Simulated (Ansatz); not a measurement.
# FH₆NSi₂Sn: a ladder of functionals and wavefunction methods

How much do the methods differ for FH₆NSi₂Sn? The plan is to run it at one geometry with functionals of several rungs and with coupled cluster, and see how far each lands from CCSD(T) at the basis-set limit for the atomisation energy.

The runs use Ansatz 0.2.0, Gaussian basis; functionals in def2-TZVPP, the program's frozen cores in correlated methods.

Plan: LDA (SPW92), PBE-D4, revPBE-D4, BLYP-D4, r2SCAN-D4, B97M-V, PBE0-D4, B3LYP-D4, r2SCANh-D4, r2SCAN0-D4, HSE06-D4, BHLYP-D4, CAM-B3LYP-D4, LC-ωPBE, ωB97X-V, ωB97M-V, B2PLYP, PBE-QIDH; CCSD(T)/def2-SVP; CCSD(T)/def2-TZVPP; MP2/def2-QZVPP; extrapolation to the limit; RPA on PBE.

### Step 1. The relaxed structure

An earlier PBE0-D4 in a triple-zeta def2 set relaxation fixed the geometry. Sn takes the def2 core potential; no spin-orbit term is included.

SMILES `[F][Sn][N]([SiH3])[SiH3]`, 11 atoms, charge 0, spin multiplicity 1.

Atoms are counted from 1 here; the program's logs count them from 0.

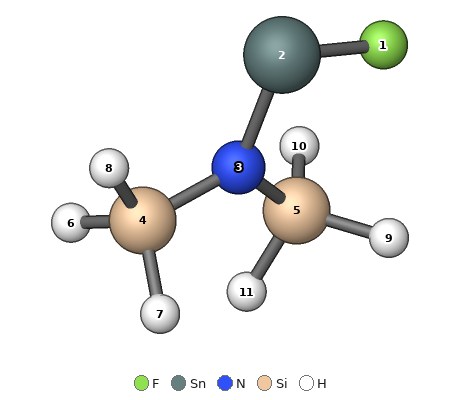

The structure; fluorine green, tin teal, nitrogen blue, silicon light orange, hydrogen white; atoms are numbered from 1 in the order of the file.

As a file:

```
F    -0.96504    2.89427   -0.06803
Sn   -1.31721    1.57522    1.32825
N    -0.23668    0.16714    0.31517
Si   -0.07477   -1.41713    0.98845
Si    0.52017    0.54392   -1.21250
H    -0.65254   -2.46867    0.10919
H     1.34254   -1.77273    1.26667
H    -0.82377   -1.42091    2.28162
H     1.53318    1.61938   -1.07873
H    -0.47508    0.92044   -2.24612
H     1.21449   -0.69793   -1.66337
```

### Step 2. LDA

This LDA is Slater exchange with PW92 correlation.

in.yaml reads:

```yaml
crystal:
  periodic: [false, false, false]
  atoms:
    - {symbol: F, position_ang: [-0.965037, 2.894275, -0.068032]}
    - {symbol: Sn, position_ang: [-1.317211, 1.575220, 1.328248]}
    - {symbol: N, position_ang: [-0.236681, 0.167136, 0.315174]}
    - {symbol: Si, position_ang: [-0.074772, -1.417134, 0.988447]}
    - {symbol: Si, position_ang: [0.520174, 0.543916, -1.212497]}
    - {symbol: H, position_ang: [-0.652539, -2.468674, 0.109187]}
    - {symbol: H, position_ang: [1.342543, -1.772725, 1.266672]}
    - {symbol: H, position_ang: [-0.823770, -1.420912, 2.281624]}
    - {symbol: H, position_ang: [1.533181, 1.619382, -1.078732]}
    - {symbol: H, position_ang: [-0.475079, 0.920443, -2.246117]}
    - {symbol: H, position_ang: [1.214493, -0.697929, -1.663374]}
basis:
  gaussian: {orbitals: def2-TZVPP}
hamiltonian: {xc: lda}
output: {orbitals: {seedname: orbitals}}
```

Launch:

```sh
ansatz run in.yaml --threads 4 --pin off --events-out ev --progress --plain --max-ram 11315MiB
```

Standard output, cut to the lines that bear on the results:

```text
Functional definition: SPW92
  name "SPW92"
  cite "Dirac, Proc. Camb. Phil. Soc. 26, 376 (1930) doi:10.1017/S0305004100016108"
  cite "Slater, Phys. Rev. 81, 385 (1951) doi:10.1103/PhysRev.81.385"
  cite "Perdew & Wang, Phys. Rev. B 45, 13244 (1992) doi:10.1103/PhysRevB.45.13244"
[...]
1629 factors; their error is unknown
[...]
mean field -25793.72699075 eV, -947.9019832938 hartree, gradient 5.0e-5 eV, S^2 0.000000; 0 other end points of the search recorded, 0 dependent functions left out
reference -25793.72704043 eV, -947.9019851195 hartree; 36, 36 occupied and 244, 244 virtual orbitals, 1629 factors
Total energy: -25793.72704043 eV, -947.9019851195 hartree
```

It took 2.1 s on 4 threads of Arm Neoverse V1, shared host; peak memory 0.43 GiB.

Atomisation energy: 3911.0 kJ/mol (free atoms -25753.192 eV, run apart). HOMO -6.67 eV, LUMO -3.42 eV.

### Step 3. PBE-D4 (GGA)

in.yaml, as its differences from that of step 2:

```diff
@@ -16,3 +16,3 @@
   gaussian: {orbitals: def2-TZVPP}
-hamiltonian: {xc: lda}
-output: {orbitals: {seedname: orbitals}}
+hamiltonian: {xc: pbe, dispersion: d4}
+output: {forces: true, orbitals: {seedname: orbitals}}
```

Launched as before.

Standard output, cut to the lines that bear on the results:

```text
Functional definition: PBE
  name "PBE"
  cite "Perdew, Burke & Ernzerhof, Phys. Rev. Lett. 77, 3865 (1996) doi:10.1103/PhysRevLett.77.3865"
  parent pbe
[...]
1629 factors; their error is unknown
[...]
mean field -25883.65893338 eV, -951.2069212275 hartree, gradient 6.6e-5 eV, S^2 0.000000; 0 other end points of the search recorded, 0 dependent functions left out
[...]
Atom 7 at    -0.823770    -1.420912     2.281624 Å, force    -0.072979    -0.003342     0.127596 eV/Å
Atom 8 at     1.533181     1.619382    -1.078732 Å, force     0.107529     0.114626     0.009658 eV/Å
Atom 9 at    -0.475079     0.920443    -2.246117 Å, force    -0.102301     0.041506    -0.112256 eV/Å
Atom 10 at     1.214493    -0.697929    -1.663374 Å, force     0.070510    -0.119260    -0.049833 eV/Å
Dipole moment:    -0.202542    -0.145459     0.435313 e Å
```

Wall time 4.1 s (4 threads of Arm Neoverse V1, shared host); peak memory 0.44 GiB.

With the free atoms at this level, -25847.935 eV in sum, the atomisation energy is 3481.1 kJ/mol. HOMO -6.55 eV, LUMO -3.18 eV.

### Step 4. revPBE-D4 (GGA)

in.yaml, as its differences from that of step 3:

```diff
@@ -16,3 +16,3 @@
   gaussian: {orbitals: def2-TZVPP}
-hamiltonian: {xc: pbe, dispersion: d4}
-output: {forces: true, orbitals: {seedname: orbitals}}
+hamiltonian: {xc: {name: revPBE}, dispersion: d4}
+output: {orbitals: {seedname: orbitals}}
```

Launched as before.

Standard output, cut to the lines that bear on the results:

```text
Functional definition: revPBE
  name "revPBE"
  cite "Zhang & Yang, Phys. Rev. Lett. 80, 890 (1998) doi:10.1103/PhysRevLett.80.890"
  cite "Perdew, Burke & Ernzerhof, Phys. Rev. Lett. 77, 3865 (1996) doi:10.1103/PhysRevLett.77.3865"
[...]
1629 factors; their error is unknown
[...]
mean field -25892.91409900 eV, -951.5470422906 hartree, gradient 5.3e-5 eV, S^2 0.000000; 0 other end points of the search recorded, 0 dependent functions left out
reference -25892.91416486 eV, -951.5470447109 hartree; 36, 36 occupied and 244, 244 virtual orbitals, 1629 factors
Total energy: -25893.82986272 eV, -951.5806959866 hartree
```

It took 3.5 s on 4 threads of Arm Neoverse V1, shared host; peak memory 0.44 GiB.

With the free atoms at this level, -25858.473 eV in sum, the atomisation energy is 3411.4 kJ/mol. HOMO -6.50 eV, LUMO -3.09 eV.

### Step 5. BLYP-D4 (GGA)

in.yaml, as its differences from that of step 4:

```diff
@@ -16,3 +16,3 @@
   gaussian: {orbitals: def2-TZVPP}
-hamiltonian: {xc: {name: revPBE}, dispersion: d4}
+hamiltonian: {xc: {name: BLYP}, dispersion: d4}
 output: {orbitals: {seedname: orbitals}}
```

Launched as before.

Standard output, cut to the lines that bear on the results:

```text
Functional definition: BLYP
  name "BLYP"
  cite "Becke, Phys. Rev. A 38, 3098 (1988) doi:10.1103/PhysRevA.38.3098"
  cite "Lee, Yang & Parr, Phys. Rev. B 37, 785 (1988) doi:10.1103/PhysRevB.37.785"
[...]
1629 factors; their error is unknown
[...]
mean field -25894.26313210 eV, -951.5966183426 hartree, gradient 4.2e-5 eV, S^2 0.000000; 0 other end points of the search recorded, 0 dependent functions left out
reference -25894.26354244 eV, -951.5966334224 hartree; 36, 36 occupied and 244, 244 virtual orbitals, 1629 factors
Total energy: -25895.02253796 eV, -951.6245259935 hartree
```

It took 3.5 s on 4 threads of Arm Neoverse V1, shared host; peak memory 0.44 GiB.

With the free atoms at this level, -25858.884 eV in sum, the atomisation energy is 3486.8 kJ/mol. HOMO -6.42 eV, LUMO -3.12 eV.

### Step 6. r2SCAN-D4 (meta-GGA)

in.yaml, as its differences from that of step 5:

```diff
@@ -16,3 +16,3 @@
   gaussian: {orbitals: def2-TZVPP}
-hamiltonian: {xc: {name: BLYP}, dispersion: d4}
-output: {orbitals: {seedname: orbitals}}
+hamiltonian: {xc: r2scan, dispersion: d4}
+output: {forces: true, orbitals: {seedname: orbitals}}
```

Same command.

Standard output, cut to the lines that bear on the results:

```text
Functional definition: r2SCAN
  name "r2SCAN"
  cite "Furness, Kaplan, Ning, Perdew & Sun, J. Phys. Chem. Lett. 11, 8208 (2020) doi:10.1021/acs.jpclett.0c02405"
  cite "Furness, Kaplan, Ning, Perdew & Sun, J. Phys. Chem. Lett. 11, 9248 (2020) doi:10.1021/acs.jpclett.0c03077"
  parent r2scan
[...]
1629 factors; their error is unknown
[...]
Atom 7 at    -0.823770    -1.420912     2.281624 Å, force     0.023057    -0.011535    -0.033001 eV/Å
Atom 8 at     1.533181     1.619382    -1.078732 Å, force    -0.023360    -0.018207    -0.006834 eV/Å
Atom 9 at    -0.475079     0.920443    -2.246117 Å, force     0.022755    -0.002276     0.020034 eV/Å
Atom 10 at     1.214493    -0.697929    -1.663374 Å, force    -0.012400     0.031309     0.002642 eV/Å
Dipole moment:    -0.205058    -0.155045     0.445390 e Å
```

Wall time 9 s (4 threads of Arm Neoverse V1, shared host); peak memory 0.47 GiB.

Atomisation energy: 3465.8 kJ/mol (free atoms -25859.562 eV, run apart). HOMO -6.85 eV, LUMO -3.13 eV.

### Step 7. B97M-V (meta-GGA)

in.yaml, as its differences from that of step 6:

```diff
@@ -16,3 +16,3 @@
   gaussian: {orbitals: def2-TZVPP}
-hamiltonian: {xc: r2scan, dispersion: d4}
-output: {forces: true, orbitals: {seedname: orbitals}}
+hamiltonian: {xc: {name: B97M-V}}
+output: {orbitals: {seedname: orbitals}}
```

The command is unchanged.

Standard output, cut to the lines that bear on the results:

```text
Functional definition: B97M-V
  name "B97M-V"
  cite "Mardirossian & Head-Gordon, J. Chem. Phys. 142, 074111 (2015) doi:10.1063/1.4907719"
  cite "Becke, J. Chem. Phys. 107, 8554 (1997) doi:10.1063/1.475007"
  cite "Vydrov & Van Voorhis, J. Chem. Phys. 133, 244103 (2010) doi:10.1063/1.3521275"
  # Of w^i u^j: cxij and so on, Table III.
[...]
  gx(w, u) = cx00 + cx01*u + cx02*u^2 + (cx10 + cx11*u)*w
[...]
  gos(w, u) = cos00 + cos01*u + cos03*u^3 + cos10*w + cos32*w^3*u^2
[...]
      + integral(e_c_pw_mod_opposite_spin*gos(b97_w_opposite, b97_u_opposite)) + vv10(b, c)
1629 factors; their error is unknown
[...]
mean field -25891.37980223 eV, -951.4906579243 hartree, gradient 4.4e-5 eV, S^2 0.000000; 0 other end points of the search recorded, 0 dependent functions left out
reference -25891.37988166 eV, -951.4906608436 hartree; 36, 36 occupied and 244, 244 virtual orbitals, 1629 factors
Total energy: -25891.37988166 eV, -951.4906608436 hartree
```

It took 14 s on 4 threads of Arm Neoverse V1, shared host; peak memory 0.56 GiB.

Atomisation energy: 3503.1 kJ/mol (free atoms -25855.073 eV, run apart). HOMO -6.93 eV, LUMO -3.21 eV.

### Step 8. PBE0-D4 (hybrid)

in.yaml, as its differences from that of step 7:

```diff
@@ -16,3 +16,3 @@
   gaussian: {orbitals: def2-TZVPP}
-hamiltonian: {xc: {name: B97M-V}}
+hamiltonian: {xc: pbe0, dispersion: d4}
 output: {orbitals: {seedname: orbitals}}
```

Launched as before.

Standard output, cut to the lines that bear on the results:

```text
Functional definition: PBE0
  name "PBE0"
  cite "Adamo & Barone, J. Chem. Phys. 110, 6158 (1999) doi:10.1063/1.478522"
  cite "Perdew, Burke & Ernzerhof, Phys. Rev. Lett. 77, 3865 (1996) doi:10.1103/PhysRevLett.77.3865"
  parent pbe
[...]
1708 factors; their error is unknown
[...]
mean field -25885.52021554 eV, -951.2753220853 hartree, gradient 2.9e-5 eV, S^2 0.000000; 0 other end points of the search recorded, 0 dependent functions left out
reference -25885.52025494 eV, -951.2753235331 hartree; 36, 36 occupied and 244, 244 virtual orbitals, 1708 factors
Total energy: -25885.82444810 eV, -951.2865024257 hartree
```

Run time: 6 s. Hardware: 4 threads of Arm Neoverse V1, shared host; peak memory 0.93 GiB.

With the free atoms at this level, -25850.378 eV in sum, the atomisation energy is 3420.1 kJ/mol. HOMO -7.77 eV, LUMO -2.52 eV.

### Step 9. B3LYP-D4 (hybrid)

B3LYP here takes the VWN-RPA correlation.

in.yaml, as its differences from that of step 8:

```diff
@@ -16,3 +16,3 @@
   gaussian: {orbitals: def2-TZVPP}
-hamiltonian: {xc: pbe0, dispersion: d4}
-output: {orbitals: {seedname: orbitals}}
+hamiltonian: {xc: {name: B3LYP}, dispersion: d4}
+output: {forces: true, orbitals: {seedname: orbitals}}
```

Launched as before.

Standard output, cut to the lines that bear on the results:

```text
Functional definition: B3LYP
  name "B3LYP"
  cite "Stephens, Devlin, Chabalowski & Frisch, J. Phys. Chem. 98, 11623 (1994) doi:10.1021/j100096a001"
  cite "Becke, Phys. Rev. A 38, 3098 (1988) doi:10.1103/PhysRevA.38.3098"
  cite "Lee, Yang & Parr, Phys. Rev. B 37, 785 (1988) doi:10.1103/PhysRevB.37.785"
  cite "Vosko, Wilk & Nusair, Can. J. Phys. 58, 1200 (1980) doi:10.1139/p80-159"
[...]
1679 factors; their error is unknown
[...]
Atom 7 at    -0.823770    -1.420912     2.281624 Å, force     0.055368    -0.011632    -0.088642 eV/Å
Atom 8 at     1.533181     1.619382    -1.078732 Å, force    -0.070504    -0.076363    -0.012246 eV/Å
Atom 9 at    -0.475079     0.920443    -2.246117 Å, force     0.072303    -0.026794     0.070829 eV/Å
Atom 10 at     1.214493    -0.697929    -1.663374 Å, force    -0.043414     0.091895     0.019719 eV/Å
Dipole moment:    -0.219738    -0.164060     0.476024 e Å
```

It took 9 s on 4 threads of Arm Neoverse V1, shared host; peak memory 1 GiB.

With the free atoms at this level, -25864.387 eV in sum, the atomisation energy is 3486.7 kJ/mol. HOMO -7.55 eV, LUMO -2.75 eV.

### Step 10. r2SCANh-D4 (hybrid)

in.yaml, as its differences from that of step 9:

```diff
@@ -16,3 +16,3 @@
   gaussian: {orbitals: def2-TZVPP}
-hamiltonian: {xc: {name: B3LYP}, dispersion: d4}
-output: {forces: true, orbitals: {seedname: orbitals}}
+hamiltonian: {xc: {name: r2SCANh}, dispersion: d4}
+output: {orbitals: {seedname: orbitals}}
```

The command is unchanged.

Standard output, cut to the lines that bear on the results:

```text
Functional definition: r2SCANh
  name "r2SCANh"
  cite "Bursch, Neugebauer, Ehlert & Grimme, J. Chem. Phys. 156, 134105 (2022) doi:10.1063/5.0086040"
  cite "Furness, Kaplan, Ning, Perdew & Sun, J. Phys. Chem. Lett. 11, 8208 (2020) doi:10.1021/acs.jpclett.0c02405"
  cite "Furness, Kaplan, Ning, Perdew & Sun, J. Phys. Chem. Lett. 11, 9248 (2020) doi:10.1021/acs.jpclett.0c03077"
  parent r2scan
[...]
1644 factors; their error is unknown
[...]
mean field -25894.72728744 eV, -951.6136757370 hartree, gradient 3.2e-5 eV, S^2 0.000000; 0 other end points of the search recorded, 0 dependent functions left out
reference -25894.72730256 eV, -951.6136762924 hartree; 36, 36 occupied and 244, 244 virtual orbitals, 1644 factors
Total energy: -25894.81746469 eV, -951.6169896898 hartree
```

Wall time 9.5 s (4 threads of Arm Neoverse V1, shared host); peak memory 0.94 GiB.

With the free atoms at this level, -25859.174 eV in sum, the atomisation energy is 3439.1 kJ/mol. HOMO -7.30 eV, LUMO -2.87 eV.

### Step 11. r2SCAN0-D4 (hybrid)

in.yaml, as its differences from that of step 10:

```diff
@@ -16,3 +16,3 @@
   gaussian: {orbitals: def2-TZVPP}
-hamiltonian: {xc: {name: r2SCANh}, dispersion: d4}
+hamiltonian: {xc: {name: r2SCAN0}, dispersion: d4}
 output: {orbitals: {seedname: orbitals}}
```

Same command.

Standard output, cut to the lines that bear on the results:

```text
Functional definition: r2SCAN0
  name "r2SCAN0"
  cite "Bursch, Neugebauer, Ehlert & Grimme, J. Chem. Phys. 156, 134105 (2022) doi:10.1063/5.0086040"
  cite "Furness, Kaplan, Ning, Perdew & Sun, J. Phys. Chem. Lett. 11, 8208 (2020) doi:10.1021/acs.jpclett.0c02405"
  cite "Furness, Kaplan, Ning, Perdew & Sun, J. Phys. Chem. Lett. 11, 9248 (2020) doi:10.1021/acs.jpclett.0c03077"
  parent r2scan
[...]
1708 factors; their error is unknown
[...]
mean field -25893.76566126 eV, -951.5783366264 hartree, gradient 5.4e-5 eV, S^2 0.000000; 0 other end points of the search recorded, 0 dependent functions left out
reference -25893.76567430 eV, -951.5783371058 hartree; 36, 36 occupied and 244, 244 virtual orbitals, 1708 factors
Total energy: -25893.86652624 eV, -951.5820433462 hartree
```

Wall time 9.5 s (4 threads of Arm Neoverse V1, shared host); peak memory 0.96 GiB.

With the free atoms at this level, -25858.611 eV in sum, the atomisation energy is 3401.6 kJ/mol. HOMO -7.98 eV, LUMO -2.49 eV.

### Step 12. HSE06-D4 (hybrid)

HSE06 is the plane-wave form, built on full-range PBE exchange.

in.yaml, as its differences from that of step 11:

```diff
@@ -16,3 +16,3 @@
   gaussian: {orbitals: def2-TZVPP}
-hamiltonian: {xc: {name: r2SCAN0}, dispersion: d4}
+hamiltonian: {xc: hse06, dispersion: d4}
 output: {orbitals: {seedname: orbitals}}
```

Same command.

Standard output, cut to the lines that bear on the results:

```text
Functional definition: HSE06
  name "HSE06"
  cite "Heyd, Scuseria & Ernzerhof, J. Chem. Phys. 118, 8207 (2003) doi:10.1063/1.1564060"
  cite "Krukau, Vydrov, Izmaylov & Scuseria, J. Chem. Phys. 125, 224106 (2006) doi:10.1063/1.2404663"
  cite "Heyd & Scuseria, J. Chem. Phys. 120, 7274 (2004) doi:10.1063/1.1668634"
  cite "Ernzerhof & Perdew, J. Chem. Phys. 109, 3313 (1998) doi:10.1063/1.476928"
[...]
1708 factors; their error is unknown
138 factors; integrals over basis functions are off by at most 5.3e-7 eV
[...]
mean field -25884.92208216 eV, -951.2533410890 hartree, gradient 6.5e-5 eV, S^2 0.000000; 0 other end points of the search recorded, 0 dependent functions left out
reference -25884.92213466 eV, -951.2533430182 hartree; 36, 36 occupied and 244, 244 virtual orbitals, 1708 factors
Total energy: -25885.21048276 eV, -951.2639396155 hartree
```

Wall time 6.5 s (4 threads of Arm Neoverse V1, shared host); peak memory 0.98 GiB.

Atomisation energy: 3420.6 kJ/mol (free atoms -25849.758 eV, run apart). HOMO -7.37 eV, LUMO -2.88 eV.

### Step 13. BHLYP-D4 (hybrid)

in.yaml, as its differences from that of step 12:

```diff
@@ -16,3 +16,3 @@
   gaussian: {orbitals: def2-TZVPP}
-hamiltonian: {xc: hse06, dispersion: d4}
+hamiltonian: {xc: {name: BHLYP}, dispersion: d4}
 output: {orbitals: {seedname: orbitals}}
```

Same command.

Standard output, cut to the lines that bear on the results:

```text
Functional definition: BHLYP
  name "BHLYP"
  cite "Becke, J. Chem. Phys. 98, 1372 (1993) doi:10.1063/1.464304"
  cite "Becke, Phys. Rev. A 38, 3098 (1988) doi:10.1103/PhysRevA.38.3098"
  cite "Lee, Yang & Parr, Phys. Rev. B 37, 785 (1988) doi:10.1103/PhysRevB.37.785"
[...]
1802 factors; their error is unknown
[...]
mean field -25892.88064608 eV, -951.5458129184 hartree, gradient 1.7e-5 eV, S^2 0.000000; 0 other end points of the search recorded, 0 dependent functions left out
reference -25892.88085363 eV, -951.5458205457 hartree; 36, 36 occupied and 244, 244 virtual orbitals, 1802 factors
Total energy: -25893.39624082 eV, -951.5647606759 hartree
```

Run time: 6.5 s. Hardware: 4 threads of Arm Neoverse V1, shared host; peak memory 0.95 GiB.

With the free atoms at this level, -25858.134 eV in sum, the atomisation energy is 3402.3 kJ/mol. HOMO -8.92 eV, LUMO -1.83 eV.

### Step 14. CAM-B3LYP-D4 (range-separated)

in.yaml, as its differences from that of step 13:

```diff
@@ -16,3 +16,3 @@
   gaussian: {orbitals: def2-TZVPP}
-hamiltonian: {xc: {name: BHLYP}, dispersion: d4}
+hamiltonian: {xc: {name: CAM-B3LYP}, dispersion: d4}
 output: {orbitals: {seedname: orbitals}}
```

Same command.

Standard output, cut to the lines that bear on the results:

```text
Functional definition: CAM-B3LYP
  name "CAM-B3LYP"
  cite "Yanai, Tew & Handy, Chem. Phys. Lett. 393, 51 (2004) doi:10.1016/j.cplett.2004.06.011"
  cite "Iikura, Tsuneda, Yanai & Hirao, J. Chem. Phys. 115, 3540 (2001) doi:10.1063/1.1383587"
  cite "Becke, Phys. Rev. A 38, 3098 (1988) doi:10.1103/PhysRevA.38.3098"
  cite "Lee, Yang & Parr, Phys. Rev. B 37, 785 (1988) doi:10.1103/PhysRevB.37.785"
[...]
  # Exact exchange under (alpha + beta erf(omega r))/r, Becke's under what is left of 1/r.
[...]
1679 factors; their error is unknown
402 factors; integrals over basis functions are off by at most 2.6e-5 eV
[...]
mean field -25895.26725859 eV, -951.6335193106 hartree, gradient 2.0e-5 eV, S^2 0.000000; 0 other end points of the search recorded, 0 dependent functions left out
reference -25895.26740809 eV, -951.6335248048 hartree; 36, 36 occupied and 244, 244 virtual orbitals, 1679 factors
Total energy: -25895.58380970 eV, -951.6451523495 hartree
```

Run time: 6.5 s. Hardware: 4 threads of Arm Neoverse V1, shared host; peak memory 1 GiB.

Atomisation energy: 3500.7 kJ/mol (free atoms -25859.301 eV, run apart). HOMO -9.08 eV, LUMO -1.62 eV.

### Step 15. LC-ωPBE (range-separated)

in.yaml, as its differences from that of step 14:

```diff
@@ -16,3 +16,3 @@
   gaussian: {orbitals: def2-TZVPP}
-hamiltonian: {xc: {name: CAM-B3LYP}, dispersion: d4}
+hamiltonian: {xc: {name: LC-wPBE}}
 output: {orbitals: {seedname: orbitals}}
```

The command is unchanged.

Standard output, cut to the lines that bear on the results:

```text
Functional definition: LC-wPBE
  name "LC-wPBE"
  cite "Vydrov & Scuseria, J. Chem. Phys. 125, 234109 (2006) doi:10.1063/1.2409292"
  cite "Heyd & Scuseria, J. Chem. Phys. 120, 7274 (2004) doi:10.1063/1.1668634"
  cite "Ernzerhof & Perdew, J. Chem. Phys. 109, 3313 (1998) doi:10.1063/1.476928"
  cite "Perdew, Burke & Ernzerhof, Phys. Rev. Lett. 77, 3865 (1996) doi:10.1103/PhysRevLett.77.3865"
  parent pbe
[...]
1629 factors; their error is unknown
543 factors; integrals over basis functions are off by at most 2.6e-5 eV
[...]
mean field -25889.94442393 eV, -951.4379087448 hartree, gradient 5.2e-5 eV, S^2 0.000000; 0 other end points of the search recorded, 0 dependent functions left out
reference -25889.94442394 eV, -951.4379087451 hartree; 36, 36 occupied and 244, 244 virtual orbitals, 1629 factors
Total energy: -25889.94442394 eV, -951.4379087451 hartree
```

Wall time 4.5 s (4 threads of Arm Neoverse V1, shared host); peak memory 0.66 GiB.

With the free atoms at this level, -25854.490 eV in sum, the atomisation energy is 3420.8 kJ/mol. HOMO -10.42 eV, LUMO -0.53 eV.

### Step 16. ωB97X-V (range-separated)

in.yaml, as its differences from that of step 15:

```diff
@@ -16,3 +16,3 @@
   gaussian: {orbitals: def2-TZVPP}
-hamiltonian: {xc: {name: LC-wPBE}}
+hamiltonian: {xc: {name: wB97X-V}}
 output: {orbitals: {seedname: orbitals}}
```

The command is unchanged.

Standard output, cut to the lines that bear on the results:

```text
Functional definition: wB97X-V
  name "wB97X-V"
  cite "Mardirossian & Head-Gordon, Phys. Chem. Chem. Phys. 16, 9904 (2014) doi:10.1039/C3CP54374A"
  cite "Becke, J. Chem. Phys. 107, 8554 (1997) doi:10.1063/1.475007"
  cite "Vydrov & Van Voorhis, J. Chem. Phys. 133, 244103 (2010) doi:10.1063/1.3521275"
[...]
      + integral(e_c_pw_opposite_spin*poly(b97_u_opposite, cos0, cos1)) + vv10(b, c)
1679 factors; their error is unknown
374 factors; integrals over basis functions are off by at most 9.5e-6 eV
[...]
mean field -25892.23076991 eV, -951.5219304098 hartree, gradient 3.6e-5 eV, S^2 0.000000; 0 other end points of the search recorded, 0 dependent functions left out
reference -25892.23076729 eV, -951.5219303135 hartree; 36, 36 occupied and 244, 244 virtual orbitals, 1679 factors
Total energy: -25892.23076729 eV, -951.5219303135 hartree
```

Wall time 14 s (4 threads of Arm Neoverse V1, shared host); peak memory 1.1 GiB.

Atomisation energy: 3515.8 kJ/mol (free atoms -25855.792 eV, run apart). HOMO -10.09 eV, LUMO -0.64 eV.

[end of part 1 of 2]
